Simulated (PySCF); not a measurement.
# C5H7P: the cost of one run

The runs use PySCF 2.14.0, with density-fitted response routines of our own; the level of theory stands in each step. All values are computed, except where a source is named. Atoms count from 0, in the outputs and in this text.

### Step 1. Starting geometry

13 atoms, charge 0, multiplicity 1; geometry from: GFN2-xTB.

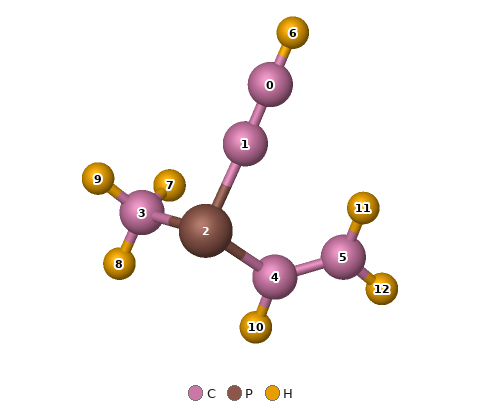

As it starts; carbon pink, phosphorus brown, hydrogen amber, atoms numbered.

### Step 2. Ultraviolet spectrum: PBE0/def2-SVPD

What the job is given:

```
{"job": {"kind": "uv", "xc": "PBE0", "basis": "def2-SVPD", "nstates": 8, "ntriplets": 3}, "charge": 0, "multiplicity": 1}
C     -1.417392    -2.114029     0.295392
C     -0.975884    -1.158330    -0.285921
P     -0.414434     0.169248    -1.310581
C     -1.137796     1.569950    -0.319804
C      1.293929     0.319022    -0.690124
C      1.979391    -0.620747    -0.061387
H     -1.783628    -2.930790     0.847134
H     -0.909558     1.458198     0.739040
H     -0.727594     2.510619    -0.684828
H     -2.217024     1.583242    -0.459631
H      1.763007     1.261124    -0.954744
H      1.534708    -1.569395     0.192025
H      3.007886    -0.477628     0.230710
```

Method: TDDFT PBE0/def2-SVPD, vertical, gas phase, core orbitals frozen in the response.

Run with:

```console
OMP_NUM_THREADS=1 python probes_run.py task.json out
```

The driver reads the jobs from task.json and runs them one after another.

**Question.** How long does this first job take on 1 thread of Arm Neoverse V1, shared host, and how much memory does it need?

About 35 s, with a peak of 0.66 GiB.
